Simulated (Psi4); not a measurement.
# B2H5F (diborane mono F): PBE/def2-SVP (Cholesky decomposition, cholesky tolerance 1e-05, sweep point 7)

Aim: the vertical ionisation energy of B2H5F (diborane mono F) at PBE/def2-SVP (Cholesky decomposition, cholesky tolerance 1e-05, sweep point 7), from 2 runs. 

The results are computed with Psi4 1.11.

### 1 Starting point

B2H5F: 8 atoms, total charge 0, spin state singlet. The coordinates come from a GFN2-xTB relaxation.

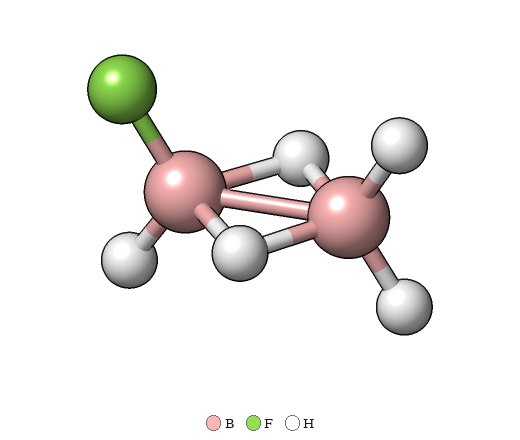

The structure, seen from a chosen angle (boron pink, fluorine green, hydrogen white).

### 2 The energy at PBE/def2-SVP (Cholesky decomposition, cholesky tolerance 1e-05, sweep point 7)

Input file run.py:

```python
import psi4

psi4.set_memory('1600 MB')
psi4.set_num_threads(1)
psi4.set_output_file('psi4.out', False)

molecule = psi4.geometry("""
0 1
B     -0.132740     0.873720    -0.200550
F     -0.261260     1.211590    -1.488750
H     -0.202250     1.754750     0.574700
H      0.963800     0.091750    -0.022450
B      0.136330    -0.877150     0.242810
H      0.194480    -1.712330    -0.575730
H      0.248600    -1.176790     1.369710
H     -0.946950    -0.165540     0.100260
symmetry c1
""")

psi4.set_options({
    'basis': 'def2-SVP',
    'puream': True,
    'scf_type': 'cd',
    'dft_radial_points': 99,
    'dft_spherical_points': 590,
    'cholesky_tolerance': 1e-05,
})

e, wfn = psi4.energy("pbe", return_wfn=True)
print(f'pbe energy: {e:.10f} Eh')
```

Run with:

```
python run.py
```

psi4.out:

```text
[...]
  Running in c1 symmetry.
[...]
  Nuclear repulsion =   63.204315823451680
[...]
  Multiplicity = 1
[...]
  Nalpha       = 12
  Nbeta        = 12
[...]
    Number of basis functions: 67
[...]
   @RKS iter   1:  -152.10174050033226   -3.16146e-01   7.06339e-03 DIIS/ADIIS
[...]
   @RKS iter   8:  -152.26077328381692   -2.52038e-08   5.72304e-07 DIIS
[...]
    Orbital Energies [Eh]
    ---------------------
    Doubly Occupied:
       1A    -24.268236     2A     -6.598061     3A     -6.529532
       4A     -1.087668     5A     -0.603436     6A     -0.472050
       7A     -0.426579     8A     -0.415345     9A     -0.381791
      10A     -0.341750    11A     -0.315248    12A     -0.303384
[...]
  @RKS Final Energy:  -152.26077328381692
   => Energetics <=
    Nuclear Repulsion Energy =             63.2043158234516795
    One-Electron Energy =                -332.9870148525413356
    Two-Electron Energy =                 137.7578343819946838
    DFT Exchange-Correlation Energy =     -20.2359086367219341
    Empirical Dispersion Energy =           0.0000000000000000
    VV10 Nonlocal Energy =                  0.0000000000000000
    Total Energy =                       -152.2607732838169170
[...]
 Multipole Moments:
 ------------------------------------------------------------------------------------
     Multipole            Electronic (a.u.)      Nuclear  (a.u.)        Total (a.u.)
 ------------------------------------------------------------------------------------
 L = 1.  Multiply by 2.5417464519 to convert [e a0] to [Debye]
 Dipole X            :         -0.6547597            0.6706130            0.0158532
 Dipole Y            :          3.1376999           -3.1401879           -0.0024880
 Dipole Z            :         -3.5260009            3.7714057            0.2454048
 Magnitude           :                                                    0.2459289
[...]
```

On the terminal:

```text
pbe energy: -152.2607732838 Eh
```

Wall time 14 s (1 thread of Intel Xeon Platinum 8259CL at 2.50GHz (Skylake/Cascade Lake), shared host); peak memory 1 GiB.

### 3 The doublet cation, same level

Input file calc.py:

```python
import psi4

psi4.set_memory(1600000000)
psi4.set_num_threads(1)
psi4.core.set_output_file('output.dat', False)

geom = psi4.geometry("""
1 2
B     -0.132740     0.873720    -0.200550
F     -0.261260     1.211590    -1.488750
H     -0.202250     1.754750     0.574700
H      0.963800     0.091750    -0.022450
B      0.136330    -0.877150     0.242810
H      0.194480    -1.712330    -0.575730
H      0.248600    -1.176790     1.369710
H     -0.946950    -0.165540     0.100260
symmetry c1
""")

options = {'basis': 'def2-SVP', 'reference': 'uks', 'puream': True, 'scf_type': 'cd', 'dft_radial_points': 99, 'dft_spherical_points': 590, 'cholesky_tolerance': 1e-05, 'maxiter': 150}
psi4.set_options(options)

e_tot = psi4.energy("pbe")
print('E =', round(e_tot, 9))
```

Run with:

```
python calc.py
```

output.dat:

```text
[...]
  Running in c1 symmetry.
[...]
  Nuclear repulsion =   63.204315823451680
[...]
  Multiplicity = 2
[...]
  Nalpha       = 12
  Nbeta        = 11
[...]
    Number of basis functions: 67
[...]
   @UKS iter   1:  -151.61911210141903    1.66482e-01   7.61961e-03 ADIIS/DIIS
[...]
   @UKS iter  21:  -151.82471915629174   -5.12769e-08   8.64158e-08 DIIS
[...]
   @S^2 Observed:                7.524114024E-01
[...]
    Orbital Energies [Eh]
    ---------------------
    Alpha Occupied:
       1A    -24.556341     2A     -6.883153     3A     -6.820196
       4A     -1.365871     5A     -0.877850     6A     -0.748490
       7A     -0.702656     8A     -0.689013     9A     -0.671166
      10A     -0.605375    11A     -0.605266    12A     -0.591742
    Alpha Virtual:
      13A     -0.320458    14A     -0.208947    15A     -0.178696
      16A     -0.154851    17A     -0.098285    18A     -0.081194
      19A     -0.071699    20A     -0.038473    21A     -0.015407
      22A      0.001544    23A      0.019302    24A      0.054348
      25A      0.072029    26A      0.131463    27A      0.142040
[...]
  @UKS Final Energy:  -151.82471915629174
   => Energetics <=
    Nuclear Repulsion Energy =             63.2043158234516795
    One-Electron Energy =                -326.3432477673080143
    Two-Electron Energy =                 131.1840971360028050
    DFT Exchange-Correlation Energy =     -19.8698843484382195
    Empirical Dispersion Energy =           0.0000000000000000
    VV10 Nonlocal Energy =                  0.0000000000000000
    Total Energy =                       -151.8247191562917351
[...]
 Multipole Moments:
 ------------------------------------------------------------------------------------
     Multipole            Electronic (a.u.)      Nuclear  (a.u.)        Total (a.u.)
 ------------------------------------------------------------------------------------
 L = 1.  Multiply by 2.5417464519 to convert [e a0] to [Debye]
 Dipole X            :         -0.4830495            0.6706130            0.1875635
 Dipole Y            :          2.3375491           -3.1401879           -0.8026388
 Dipole Z            :         -2.5479061            3.7714057            1.2234996
 Magnitude           :                                                    1.4752493
[...]
```

On the terminal:

```text
E = -151.824719156
```

Run time: 38 s. Hardware: 1 thread of Intel Xeon Platinum 8259CL at 2.50GHz (Skylake/Cascade Lake), shared host; peak memory 1 GiB.

### 4 Summary of results

Level: PBE/def2-SVP (Cholesky decomposition, cholesky tolerance 1e-05, sweep point 7).

| quantity | value |
| --- | --- |
| singlet B2H5F: total energy | -152.26077 Eh |
| singlet B2H5F: dipole moment | 0.63 D |
| singlet B2H5F: HOMO energy | -8.26 eV |
| singlet B2H5F: LUMO energy | -1.65 eV |
| singlet B2H5F: HOMO–LUMO gap | 6.61 eV |
| doublet cation: total energy | -151.82472 Eh |
| doublet cation: HOMO energy (highest over α and β) | -15.58 eV |
| doublet cation: LUMO energy (lowest over α and β) | -15.45 eV |
| doublet cation: ⟨S²⟩ | 0.752 |
| vertical ionisation energy (to the doublet cation) | 11.866 eV |

The vertical ionisation energy comes to 11.87 eV (274 kcal/mol). −ε(HOMO) before ionisation, 8.26 eV, is 3.61 eV below this ionisation energy.
